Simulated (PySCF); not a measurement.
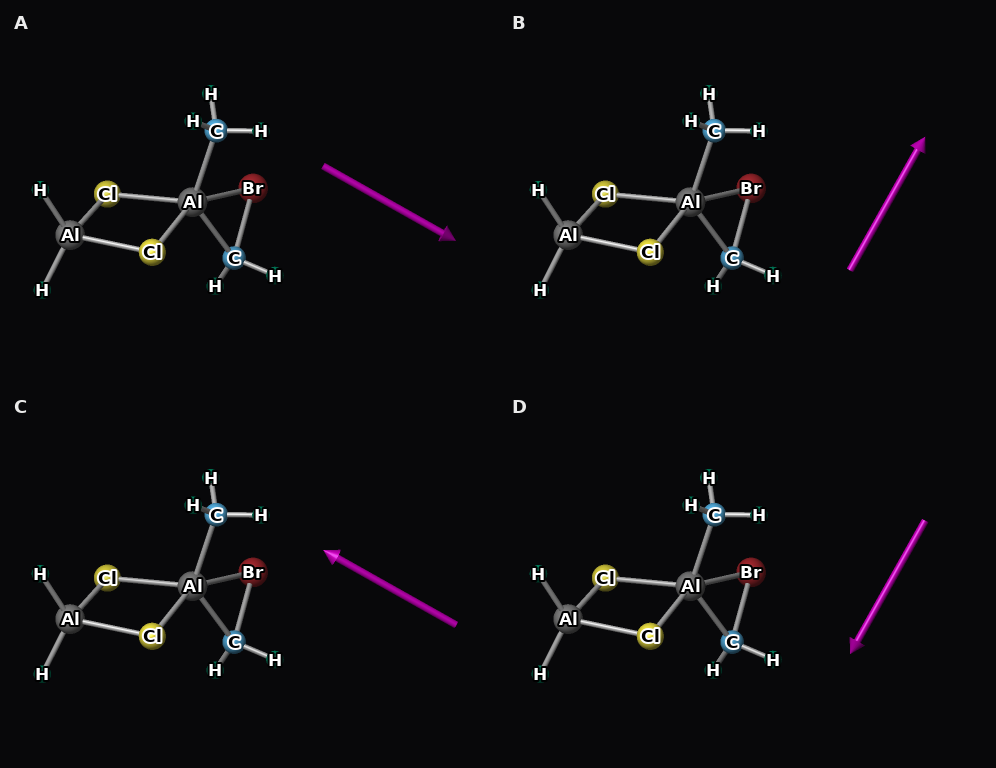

The same molecule four times, each with an arrow. The geometry was computed by an optimisation with GFN2-xTB. No frequency run is at hand to confirm it as a minimum. Method: B3LYP/def2-SVPD, gas phase (PySCF 2.14.0).

Question: Which arrow points along the dipole moment, from the negative to the positive end?

Answer: A. The dipole moment is 1.50 D.

The geometry is semi-empirical. Around Al, Br such bond lengths and angles can be off by a tenth of an ångström or more and by several degrees, and values that hang on the shape move with them.
